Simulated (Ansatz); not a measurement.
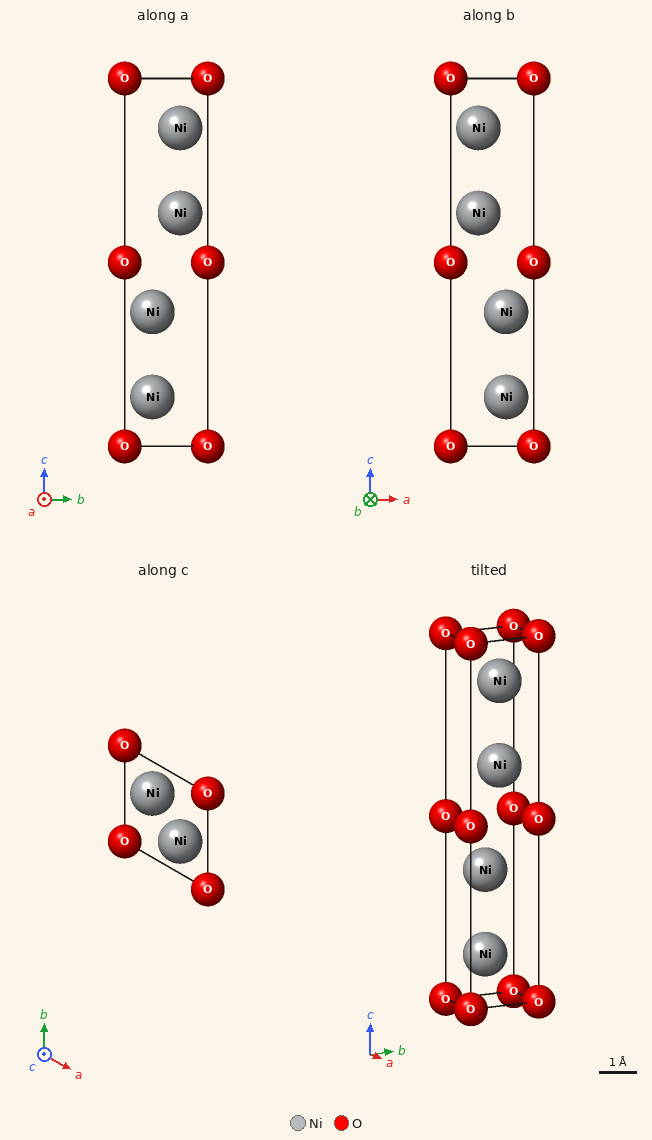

We look at a spheres-only model of the crystal along the a axis, along the b axis, along the c axis and slightly off an axis. The parallelepiped is the conventional unit cell.

Lattice parameters: a = 2.641 Å, b = 2.641 Å, c = 10.127 Å, α = 90.00°, β = 90.00°, γ = 120.00°.

Put the structure into a table of Wyckoff sites, with free fractional coordinates to two decimals.

Answer. Space group P6_3/mmc (No. 194).
```json
{"atom": "Ni", "site": "4f", "x": "0.3333", "y": "0.6667", "z": "0.87"}
{"atom": "O", "site": "2a", "x": "0.00", "y": "0.00", "z": "0.00"}
```

Provenance: a structure type filled with these elements by a generator (whether the compound takes this form wasn't checked). Earlier steps of the study may have refined or changed the cell and positions. It was run through Ansatz as a DFT input.
